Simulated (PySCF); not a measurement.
The calculation's input:

```
{"job": {"kind": "nmr", "xc": "PBE0", "basis": "pcSseg-1"}, "charge": 0, "multiplicity": 1}
C     -2.077987    -1.507403    -1.495346
C     -1.842388    -0.438035    -0.999565
C     -1.584689     0.833867    -0.458756
C     -0.706587     1.008514     0.534023
Cl    -0.432535     2.613149     1.137457
Si     0.300462    -0.361641     1.371009
S      1.520238    -1.342637    -0.095461
C      2.072837     0.082251    -1.090845
H     -2.272740    -2.446673    -1.919490
H     -2.132192     1.661293    -0.894863
H     -0.555413    -1.413467     1.890657
H      1.154297     0.287051     2.361205
H      1.211948     0.541373    -1.566267
H      2.750582    -0.306041    -1.842990
H      2.589752     0.796389    -0.458334
```

Launched as:

```sh
OMP_NUM_THREADS=1 python probes_run.py task.json out
```

Geometry: GFN2-xTB.

Computed with PySCF 2.14.0, PBE0/pcSseg-1, SCF density, gas phase, non-relativistic.

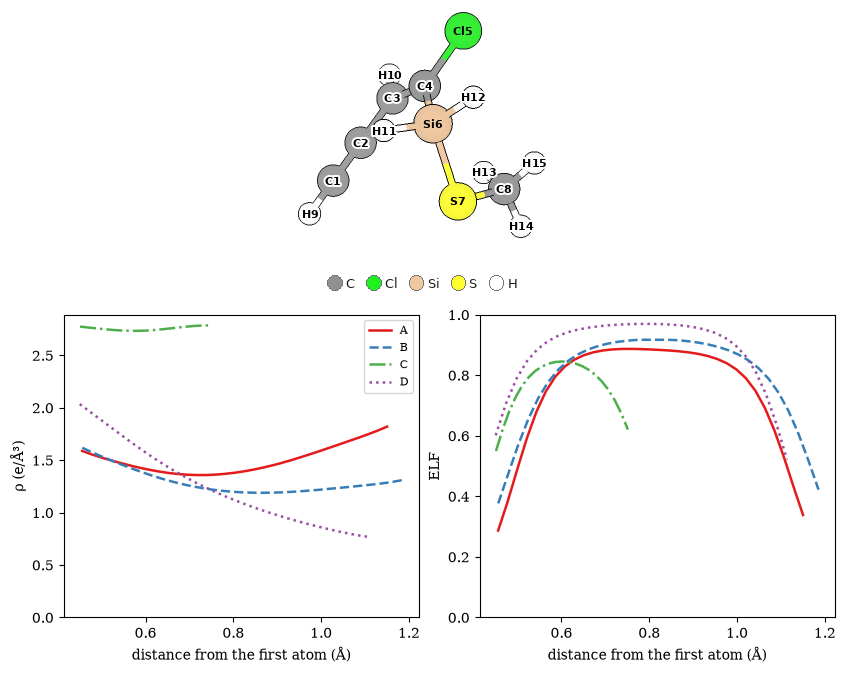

C5H7ClSSi (SMILES C#C/C=C(/Cl)[SiH2]SC). Electron density and ELF along straight lines between neighbouring atoms. The curves leave out the atomic cores. The structure is drawn too.

Which curve belongs to which contact (C–C, C–Cl, C–S and C–Si)? The first atom named is at distance zero.

Answer. Curve A: C–Cl (1.74 Å): the density is about 1.4 e/Å³ at the midpoint; the ELF peaks at about 0.90 between the atoms (a covalent bond). Curve B: C–S (1.82 Å): ρ is about 1.2 e/Å³ halfway; the ELF peaks at about 0.90 between the atoms: localised, covalent bonding. Curve C: C–C (1.20 Å): ρ is about 2.7 e/Å³ halfway; the ELF peaks at about 0.85 between the atoms; a multiple bond. Curve D: C–Si (1.90 Å): ρ at the midpoint is about 0.92 e/Å³; the ELF peaks at about 0.95 between the atoms; a shared electron pair.
